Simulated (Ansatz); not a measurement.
# W(110): modes of surface species

Aim: bond lengths and vibrational modes of species bound on W(110).

Calculated with Ansatz 0.2.0; DFT PBE, scalar-relativistic, plane waves, PAW; PAW set soft_1.

## Step 1: The bulk crystal behind the slab

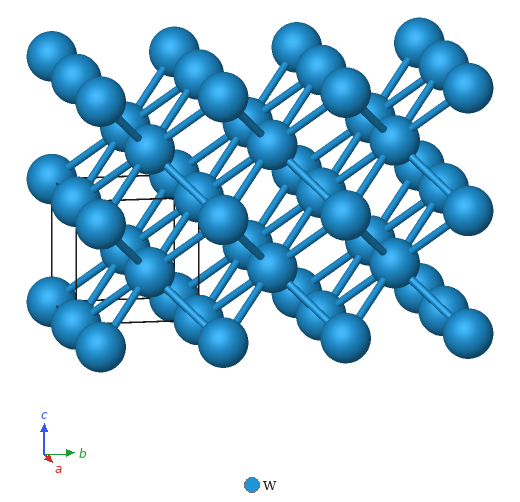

The cell as given, slightly off an axis (tungsten blue). 2×3×2 cells are drawn. This picture shows the conventional cell, with its axes. Some periodic images of atoms are drawn too.

## Step 2: Relaxation of the host

The host crystal is relaxed at the same level, and its volume sets the scale of the cells that follow.

The input, input.yaml:

```yaml
crystal:
  lattice:
    - [-1.585, 1.585, 1.585]
    - [1.585, -1.585, 1.585]
    - [1.585, 1.585, -1.585]
  atoms:
    - { symbol: W, position: [0.0, 0.0, 0.0] }
kpoints:
  mp_grid: { grid: [22, 22, 22] }
hamiltonian:
  xc: pbe
  pseudopotentials: { kind: paw, azcp: { folder: soft_1 } }
scf:
  occupations: { method: methfessel_paxton, width: 0.15 }
output:
  forces: true
  stress: true
  eigenvalues: true
relax:
  adjacent_minimum: "off"
  f_tol: 0.002
  max_steps: 60
  cell: { stress_tol: 0.02 }
```

The run is started by

```sh
> ansatz run input.yaml --threads 8 --pin off --max-ram 20480MiB --backend cpu --events-out ev --progress --plain --runs-dir out
```

Numbers of over 12 decimals in the logs are rounded to 6 here.

Log:

```text
The last accepted step is kept in <dir> (removed where the run ends without a failure and the disk answers)
Engine: ansatz 0.2.0, aarch64-unknown-linux-gnu
Pseudopotentials: kind: paw
Pseudopotential: W, paw, valence charge 14, recommended cutoff 420 eV (normal), soft_1/W.paw.azcp
Functional definition: PBE
  parameter kappa = 0.804
  parameter beta = 0.066725
  exchange = pbe_x(kappa = kappa, mu = beta*pi^2/3)
[...]
--- Relaxed structure (4 steps of the walk, 3 accepted, 1 SCFs on fresh bases) ---
  F+E_penalty+E_count = -10385.91896794 eV   max|allowed force component| = 0.000e0 eV/Å   (the final SCF, on the basis selected at the relaxed cell)
  cell:  # Å, volume = 16.1449 Å³
    - [-1.592179, 1.592179, 1.592179]
    - [1.592179, -1.592179, 1.592179]
    - [1.592179, 1.592179, -1.592179]
  atoms:
    - { symbol: W, position: [0.0, 0.0, 0.0] }
[key lines of the parts left out:]
SCF converged after 5 iterations
Free energy (F): -10385.918968 eV
Fermi energy:    21.956328 eV
P = ⅓ Tr σ = 0.0050 GPa (0.050 kbar)
```

Elapsed: 4.3 s, on 8 threads of Arm Neoverse N1, shared host; peak memory 0.36 GiB; 28 s of CPU time.

Relaxation path:

```csv
step,energy less that of the first step (eV),largest force component (eV/Å),pressure (GPa),volume (Å³)
1,0.0000,0.0000,4.24,15.93
2,0.0181,0.0000,-10.45,16.75
3,-0.0027,0.0000,-0.24,16.16
4,-0.0027,0.0000,0.00,16.14
5*,-0.0028,0.0000,0.01,16.14
```

Relaxation steps marked * repeat the geometry before them on a plane-wave basis chosen anew for their cell, so energy and pressure can jump there. Relaxation step 2 was tried and not accepted.

```csv
"conventional cell, symmetrised",before,after,change
a (Å),3.170,3.184,+0.5 %
b (Å),3.170,3.184,+0.5 %
c (Å),3.170,3.184,+0.5 %
volume (Å³/atom),15.93,16.14,+1.4 %
```

The relaxed structure:

```cif
data_structure
_symmetry_space_group_name_H-M 'P 1'
_symmetry_Int_Tables_number 1
_cell_length_a 2.7577
_cell_length_b 2.7577
_cell_length_c 2.7577
_cell_angle_alpha 109.471
_cell_angle_beta 109.471
_cell_angle_gamma 109.471
_cell_volume 16.14
loop_
_atom_site_label
_atom_site_type_symbol
_atom_site_fract_x
_atom_site_fract_y
_atom_site_fract_z
_atom_site_occupancy
W1 W 0.00000 0.00000 0.00000 1
```

Numbers from this step:

```yaml
pressure: 0.005022 GPa
volume_per_atom: 16.14 Å³
gap_on_the_k_mesh: 0 eV
```

The forces vanish by symmetry.

The cell grew by 1.4 % in volume.

## Step 3: Relaxation in the fixed cell: F at the threefold hollow site, 1 monolayer

The slab carries F at the threefold hollow site, 1 monolayer. Its plane takes the lattice constant of the bulk relaxed at this level. The lowest layers are held, and the other atoms relax. The program lengthens the typed cell of 23.0 Å along the normal to 39.7 Å, as its cut-off of the electrostatics needs, and moves no atom.

System of this step: F at the threefold hollow site, 1 monolayer on W(110). The cell holds 5 atoms: 4 W and 1 F. Its edges and angles: a = 3.184 Å, b = 2.758 Å, c = 39.668 Å, α = 90.0°, β = 90.0°, γ = 54.7°. It derives from W. Vacuum lies along c.

The input, input.yaml:

```yaml
crystal:
  lattice:
    - [3.1843584701, 0.0, 0.0]
    - [1.5921792351, 2.2516829784, 0.0]
    - [0.0, 0.0, 23.0017864838]
  atoms:
    - { symbol: W, position: [0.5, 0.0, 0.327539] }
    - { symbol: W, position: [0.0, 0.0, 0.42543] }
    - { symbol: W, position: [0.5, 0.0, 0.523322] }
    - { symbol: W, position: [0.0, 0.0, 0.621213] }
    - { symbol: F, position: [0.375, 0.25, 0.672461] }
  periodic: [true, true, false]
kpoints:
  mp_grid: { grid: [12, 12, 1] }
hamiltonian:
  xc: pbe
  pseudopotentials: { kind: paw, azcp: { folder: soft_1 } }
scf:
  occupations: { method: methfessel_paxton, width: 0.15 }
output:
  forces: true
  eigenvalues: true
relax:
  adjacent_minimum: "off"
  f_tol: 0.003
  max_steps: 120
  constraints: [{ sites: [0, 1] }]
```

Log:

```text
Warning: crystal.periodic: the lattice vector that does not repeat stood 0.000° off the slab's normal, 23.002 Å along it as the deck builds it. The run solves the slab on a vector along the normal, 39.668 Å long, with every atom where it was (on the deck's vector they left 15.07 Å outside them, and the widest stretch free of ions among them is 2.25 Å). A fractional position that the run reports is one of the run's ce [...]
[...]
crystal.periodic: the lattice vector that does not repeat stood 0.000° off the slab's normal, 23.002 Å along it as the deck builds it. The run solves the slab on a vector along the normal, 39.668 Å long, with every atom where it was (on the deck's vector they left 15.07 Å outside them, and the widest stretch free of ions among them is 2.25 Å). A fractional position that the run reports is one of the run's cell, which [...]
[...]
Crystal: 5 atoms, lattice volume = 284.424 Å³
Basis set: ecut = 420 eV, 5623 PW (Γ), exchange–correlation on 48×40×540 points (8 copies of the dense FFT grid, shifted against one another)
Bands: 38, of which v1, the nominal top of the filled ones, is band 32 counted from 1 (31 counted from 0)
Symmetry: 2 space group operations
[...]
k-points: 43 of 144 (time reversal used)
[...]
SCF iter   1: F=—  HF=-42351.417687 eV  |F-HF|=—  |Δ(HF+E_count)|=         —  Δρ=3.93e-2  dr2=3.22e1  ethr=3.10e-3  ⟨swp⟩=12.6  Hψ=11770  notcnv=0
[...]
SCF iter  13: F=-42348.961838 eV  HF=-42348.961838 eV  |F-HF|=5.63e-9  |Δ(HF+E_count)|=   1.51e-8  S|Δr|=    0.00e0  Δρ=5.19e-7  dr2=1.42e-9  ethr=1.39e-10  ⟨swp⟩=4.5  Hψ=6439  notcnv=0
SCF 1 converged in 13 iterations: F = -42348.961838 eV  dr2 = 1.42e-9
[...]
relax step   1: F+E_penalty+E_count = -42348.96183794 eV  Δ(F+E_penalty+E_count) = +0.000e0 eV  max|allowed force component| = 5.089e0 eV/Å  Δτ_max = 0.0000 Å  (13 SCF iters, dr2 threshold 2.25e-7 eV, accepted)
[...]
SCF iter   1: F=—  HF=-42349.834976 eV  |F-HF|=—  |Δ(HF+E_count)|=         —  Δρ=1.13e-2  dr2=2.97e0  ethr=3.10e-3  ⟨swp⟩=7.1  Hψ=5832  notcnv=0  defer=24
[...]
SCF iter   6: F=-42349.686156 eV  HF=-42349.686174 eV  |F-HF|=1.74e-5  |Δ(HF+E_count)|=   3.53e-5  S|Δr|=    0.00e0  Δρ=4.69e-5  dr2=2.69e-5  ethr=1.59e-7  ⟨swp⟩=18.1  Hψ=11955  notcnv=0
SCF 2 converged in 6 iterations: F = -42349.686156 eV  dr2 = 2.69e-5
[...]
relax step   2: F+E_penalty+E_count = -42349.68615625 eV  Δ(F+E_penalty+E_count) = -7.243e-1 eV  max|allowed force component| = 9.772e-1 eV/Å  Δτ_max = 0.1944 Å  (6 SCF iters, dr2 threshold 1.00e-4 eV, accepted)
[...]
SCF iter   6: F=-42349.859489 eV  HF=-42349.859481 eV  |F-HF|=8.53e-6  |Δ(HF+E_count)|=   5.05e-5  S|Δr|=    0.00e0  Δρ=4.84e-5  dr2=1.73e-5  ethr=9.47e-8  ⟨swp⟩=19.3  Hψ=10865  notcnv=0
SCF 3 converged in 6 iterations: F = -42349.859489 eV  dr2 = 1.73e-5
relax step   3: F+E_penalty+E_count = -42349.85948939 eV  Δ(F+E_penalty+E_count) = -1.733e-1 eV  max|allowed force component| = 3.852e-1 eV/Å  Δτ_max = 0.1922 Å  (6 SCF iters, dr2 threshold 5.97e-5 eV, accepted)
[...]
relax step   4: F+E_penalty+E_count = -42349.88569942 eV  Δ(F+E_penalty+E_count) = -2.621e-2 eV  max|allowed force component| = 1.211e-1 eV/Å  Δτ_max = 0.1287 Å  (6 SCF iters, dr2 threshold 9.27e-6 eV, accepted)
[...]
relax step   5: F+E_penalty+E_count = -42349.88947912 eV  Δ(F+E_penalty+E_count) = -3.780e-3 eV  max|allowed force component| = 5.492e-2 eV/Å  Δτ_max = 0.0747 Å  (6 SCF iters, dr2 threshold 1.45e-6 eV, accepted)
[...]
relax step   6: F+E_penalty+E_count = -42349.88956597 eV  Δ(F+E_penalty+E_count) = -8.685e-5 eV  max|allowed force component| = 7.091e-3 eV/Å  Δτ_max = 0.0040 Å  (5 SCF iters, dr2 threshold 2.98e-7 eV, accepted)
SCF iter   1: F=—  HF=-42349.889512 eV  |F-HF|=—  |Δ(HF+E_count)|=         —  Δρ=3.34e-5  dr2=3.83e-5  ethr=1.78e-7  ⟨swp⟩=2.1  Hψ=2735  notcnv=0
[...]
SCF iter   5: F=-42349.889568 eV  HF=-42349.889568 eV  |F-HF|=3.98e-8  |Δ(HF+E_count)|=   9.53e-8  S|Δr|=    0.00e0  Δρ=4.53e-7  dr2=2.17e-9  ethr=1.43e-11  ⟨swp⟩=11.2  Hψ=9874  notcnv=0
SCF 7 converged in 5 iterations: F = -42349.889568 eV  dr2 = 2.17e-9
relax step   7: F+E_penalty+E_count = -42349.88956820 eV  Δ(F+E_penalty+E_count) = -2.227e-6 eV  max|allowed force component| = 2.439e-4 eV/Å  Δτ_max = 0.0006 Å  (5 SCF iters, accepted)
SCF converged after 5 iterations
[...]
Free energy (F): -42349.889568 eV
[...]
Internal energy: -42349.889841 eV  (E = F + TS)
E sigma→0 (E₀):  -42349.889636 eV
Entropy (-TS):   0.000273 eV (0.055 meV/atom)
Fermi energy:    -5.221095 eV
[...]
--- Forces (eV/Å), atoms counted from 1 ---
  atom   1  W      0.00000000     0.01225776     0.57316466
  atom   2  W     -0.00000000    -0.01231521    -0.57307853
  atom   3  W      0.00000000     0.00022520    -0.00023406
  atom   4  W     -0.00000000    -0.00024391    -0.00007873
  atom   5  F      0.00000000     0.00007676     0.00021626
  max |Σ_I F_I| component: 1.04e-5 eV/Å
--- Band table (eV; the first three rows and the last of 43) ---
  k-point 0: bands = [... 28 lower, -6.6565, -6.6460, -6.4463, -6.0652, -5.1431, -4.6751, -3.9278, -3.4533, ... 2 higher]
  k-point 1: bands = [... 28 lower, -6.6253, -6.4761, -6.3732, -6.1237, -5.6738, -4.7727, -4.7328, -4.2682, ... 2 higher]
  k-point 2: bands = [... 28 lower, -6.7124, -6.6749, -6.2722, -5.7910, -5.7868, -5.4588, -5.2135, -4.9092, ... 2 higher]
  k-point 42: bands = [... 28 lower, -6.9733, -6.7139, -6.2109, -5.8991, -4.9434, -4.1755, -3.5675, -3.0928, ... 2 higher]
--- Relaxed structure (7 steps of the walk, 7 accepted, 0 SCFs on fresh bases) ---
  F+E_penalty+E_count = -42349.88956820 eV   max|allowed force component| = 2.439e-4 eV/Å
  cell:  # Å, volume = 284.4236 Å³
    - [3.1843584701, -3.535522752937454e-11, 0.0]
    - [1.592179235075, 2.251683, 0.0]
    - [0.0, 0.0, 39.667644]
  atoms:
    - { symbol: W, position: [0.500000, 0.0, 0.189928] }
    - { symbol: W, position: [0.0, 0.0, 0.246691] }
    - { symbol: W, position: [0.502465, -0.00492987, 0.303624] }
    - { symbol: W, position: [0.019317, -0.038633, 0.358314] }
    - { symbol: F, position: [0.329933, 0.340134, 0.397668] }
```

Run time: 85 s. Hardware: 8 threads; peak memory 0.97 GiB; 11 min of CPU time.

This run has no spin polarisation although its electron count is odd.

Step by step:

```csv
step,energy less that of the first step (eV),largest force component (eV/Å)
1,0.0000,5.0891
2,-0.7243,0.9772
3,-0.8977,0.3852
4,-0.9239,0.1211
5,-0.9276,0.0549
6,-0.9277,0.0071
7,-0.9277,0.0002
```

The run keeps the 2 symmetry operations that it works with, so distortions that break them were not tested.

The atoms that moved most (Å):

```csv
atom,dx,dy,dz,length
F5,0.000,0.203,0.307,0.368
W4,0.000,-0.087,-0.076,0.115
W3,0.000,-0.011,0.007,0.013
```

The largest force component left on a free atom is 0.24 meV/Å.

## Step 4: Modes of the chosen sites: F at the threefold hollow site, 1 monolayer

Only 2 sites are displaced (1 W and 1 F), with their periodic images, and all others stay at rest. This gives the modes that are localised on these sites for less work than the whole matrix.

input.yaml, the sections that differ from step 3:

```yaml
crystal:
  lattice:
    - [3.1843584701, 0.0, 0.0]
    - [1.5921792351, 2.2516829784, 0.0]
    - [0.0, 0.0, 39.6676443951]
  atoms:
    - { symbol: W, position: [0.5, 0.0, 0.1899276415] }
    - { symbol: W, position: [0.0, 0.0, 0.2466909788] }
    - { symbol: W, position: [0.5024649334, -0.0049298668, 0.3036242945] }
    - { symbol: W, position: [0.0193166808, -0.0386333615, 0.3583143665] }
    - { symbol: F, position: [0.3299330919, 0.3401338161, 0.3976677618] }
  periodic: [true, true, false]
output:
  eigenvalues: true
phonons:
  method: fd
  supercell: [1, 1, 1]
  displaced_sites: [3, 4]
  rigid_motions: translations
# kpoints, hamiltonian, scf: as in step 3
# relax: removed
```

Log:

```text
[...]
Crystal: 5 atoms, lattice volume = 284.424 Å³
Basis set: ecut = 420 eV, 5623 PW (Γ), exchange–correlation on 48×40×540 points (8 copies of the dense FFT grid, shifted against one another)
Bands: 38, of which v1, the nominal top of the filled ones, is band 32 counted from 1 (31 counted from 0)
Symmetry: 2 space group operations
k-points: 43 of 144 (time reversal used)
[...]
SCF iter   1: F=—  HF=-42351.844375 eV  |F-HF|=—  |Δ(HF+E_count)|=         —  Δρ=4.01e-2  dr2=1.39e1  ethr=3.10e-3  ⟨swp⟩=12.5  Hψ=11662  notcnv=0
[...]
SCF iter  13: F=-42349.889568 eV  HF=-42349.889568 eV  |F-HF|=1.47e-9  |Δ(HF+E_count)|=   1.05e-8  S|Δr|=    0.00e0  Δρ=1.15e-7  dr2=3.72e-11  ethr=1.00e-12  ⟨swp⟩=17.5  Hψ=13057  notcnv=0
SCF 1 converged in 13 iterations: F = -42349.889568 eV  dr2 = 3.72e-11
[...]
SCF iter   7: F=-42349.889543 eV  HF=-42349.889543 eV  |F-HF|=1.46e-10  |Δ(HF+E_count)|=  8.88e-10  S|Δr|=    0.00e0  Δρ=3.38e-8  dr2=3.90e-12  ethr=1.00e-12  ⟨swp⟩=11.7  Hψ=12166  notcnv=0
SCF 2 converged in 7 iterations: F = -42349.889543 eV  dr2 = 3.90e-12
[...]
SCF iter   5: F=-42349.889545 eV  HF=-42349.889545 eV  |F-HF|=3.64e-11  |Δ(HF+E_count)|=  8.73e-11  S|Δr|=    0.00e0  Δρ=1.12e-8  dr2=8.39e-13  ethr=1.00e-12  ⟨swp⟩=9.0  Hψ=9408  notcnv=0
SCF 3 converged in 5 iterations: F = -42349.889545 eV  dr2 = 8.39e-13
Symmetry: 1 space group operations
k-points: 74 of 144 (time reversal used)
[...]
SCF iter   9: F=-42349.889530 eV  HF=-42349.889530 eV  |F-HF|=5.82e-11  |Δ(HF+E_count)|=  6.55e-10  S|Δr|=    0.00e0  Δρ=1.14e-8  dr2=7.87e-13  ethr=1.00e-12  ⟨swp⟩=11.3  Hψ=20228  notcnv=0
SCF 4 converged in 9 iterations: F = -42349.889530 eV  dr2 = 7.87e-13
[...]
SCF iter   5: F=-42349.889530 eV  HF=-42349.889530 eV  |F-HF|=2.47e-10  |Δ(HF+E_count)|=  2.76e-10  S|Δr|=    0.00e0  Δρ=2.15e-8  dr2=2.28e-12  ethr=1.00e-12  ⟨swp⟩=11.4  Hψ=20156  notcnv=0
SCF 5 converged in 5 iterations: F = -42349.889530 eV  dr2 = 2.28e-12
[...]
SCF iter   8: F=-42349.889556 eV  HF=-42349.889556 eV  |F-HF|=8.00e-11  |Δ(HF+E_count)|=  8.80e-10  S|Δr|=    0.00e0  Δρ=1.80e-8  dr2=1.30e-12  ethr=1.00e-12  ⟨swp⟩=11.5  Hψ=11959  notcnv=0
SCF 6 converged in 8 iterations: F = -42349.889556 eV  dr2 = 1.30e-12
[...]
SCF iter   5: F=-42349.889556 eV  HF=-42349.889556 eV  |F-HF|=1.53e-10  |Δ(HF+E_count)|=    0.00e0  S|Δr|=    0.00e0  Δρ=1.82e-8  dr2=1.50e-12  ethr=1.00e-12  ⟨swp⟩=11.4  Hψ=11676  notcnv=0
SCF 7 converged in 5 iterations: F = -42349.889556 eV  dr2 = 1.50e-12
[...]
SCF iter   9: F=-42349.889550 eV  HF=-42349.889550 eV  |F-HF|=1.46e-10  |Δ(HF+E_count)|=  5.09e-11  S|Δr|=    0.00e0  Δρ=1.73e-8  dr2=6.09e-13  ethr=1.00e-12  ⟨swp⟩=9.1  Hψ=15904  notcnv=0
SCF 8 converged in 9 iterations: F = -42349.889550 eV  dr2 = 6.09e-13
[...]
SCF iter   5: F=-42349.889549 eV  HF=-42349.889549 eV  |F-HF|=1.46e-11  |Δ(HF+E_count)|=  1.46e-11  S|Δr|=    0.00e0  Δρ=1.50e-8  dr2=6.54e-13  ethr=1.00e-12  ⟨swp⟩=8.7  Hψ=15266  notcnv=0
SCF 9 converged in 5 iterations: F = -42349.889549 eV  dr2 = 6.54e-13
SCF converged after 13 iterations
[...]
Free energy (F): -42349.889568 eV
[...]
Internal energy: -42349.889841 eV  (E = F + TS)
E sigma→0 (E₀):  -42349.889636 eV
Entropy (-TS):   0.000273 eV (0.055 meV/atom)
Fermi energy:    -5.221140 eV
[...]
--- Forces (eV/Å), atoms counted from 1 ---
  atom   1  W      0.00000000     0.01225748     0.57315397
  atom   2  W     -0.00000000    -0.01231528    -0.57305428
  atom   3  W      0.00000000     0.00022722    -0.00024458
  atom   4  W     -0.00000000    -0.00024727    -0.00003272
  atom   5  F      0.00000000     0.00007746     0.00017681
  max |Σ_I F_I| component: 8.01e-7 eV/Å
--- Band table (eV; the first three rows and the last of 43) ---
  k-point 0: bands = [... 28 lower, -6.6566, -6.6460, -6.4463, -6.0652, -5.1431, -4.6752, -3.9279, -3.4533, ... 2 higher]
  k-point 1: bands = [... 28 lower, -6.6254, -6.4762, -6.3733, -6.1237, -5.6739, -4.7727, -4.7328, -4.2682, ... 2 higher]
  k-point 2: bands = [... 28 lower, -6.7125, -6.6750, -6.2722, -5.7910, -5.7869, -5.4589, -5.2135, -4.9093, ... 2 higher]
  k-point 42: bands = [... 28 lower, -6.9734, -6.7140, -6.2110, -5.8992, -4.9435, -4.1756, -3.5675, -3.0929, ... 2 higher]
--- Phonons: 8 displaced members + reference (amplitude 0.0025 Å, Σ member SCF iterations 53) ---
  symmetry images taken by strict's conditions (phonons.symmetry_images: auto; settled by no image being taken that strict refuses)
  force constants formed among 2 of 5 sites (W 3, F 4); the other 3 at rest. The modes move the named sites alone.
  the frequencies, the zero-point energy and the sums are of the block with the acoustic sum rule laid on its rows. Row sums over every site: 1.8e-4 eV/Å² at the most
  transpose residual: 1.4e-4 eV/Å²
  largest component of a force at the reference: 2.5e-4 eV/Å on a named site, 5.7e-1 eV/Å on a site at rest
  frequencies among the named sites at Γ of the cell (cm⁻¹): -147.87 68.95 71.45 114.52 207.88 478.42
  unstable modes among the named sites: 1
  frequencies as built, with no sum rule (cm⁻¹): -147.87 68.95 71.45 114.52 207.88 478.42
  zero-point energy: 0.058349 eV/cell   skipped modes (ω ≤ 0): 1, of them read as no rigid motion or as one in doubt: 1 (1.000e0 modes/cell left out, lowest -147.87 cm⁻¹)
  not written: the harmonic force-constant file, the file of eigenvectors (these modes' are written with the force constants), the density of states and the dispersion, which are of every site
```

It took 2.1 min on 8 threads; peak memory 1.2 GiB.

The other atoms of the cell are at rest; shares are of the kinetic energy, a minus sign marks an imaginary mode, and where like sites share a mode the one named is one choice of several. Modes of the displaced sites:

```csv
mode,frequency (cm⁻¹),share of W (%),share of F (%),site with the largest share,its share (%)
1,-147.9,13,87,F5,87
2,69.0,87,13,W4,87
3,71.5,88,12,W4,88
4,114.5,88,12,W4,88
5,207.9,14,86,F5,86
6,478.4,11,89,F5,89
```

The highest mode of the block lies at 478.4 cm⁻¹; the acoustic sum rule moved it by 0.0 cm⁻¹. The block has 1 imaginary mode, 148i cm⁻¹, so this structure is not a minimum.

[end of part 1 of 2]

[Logs are printed without paths, hosts, clocks, repeated set-up lines and the standing remarks that a program may print on its own settings, such as how far it seeks lower states.]

[Hosts, paths, dates, database ids (printed as entryN), source tags and the programs' standing remarks are cut or masked in the printed files.]
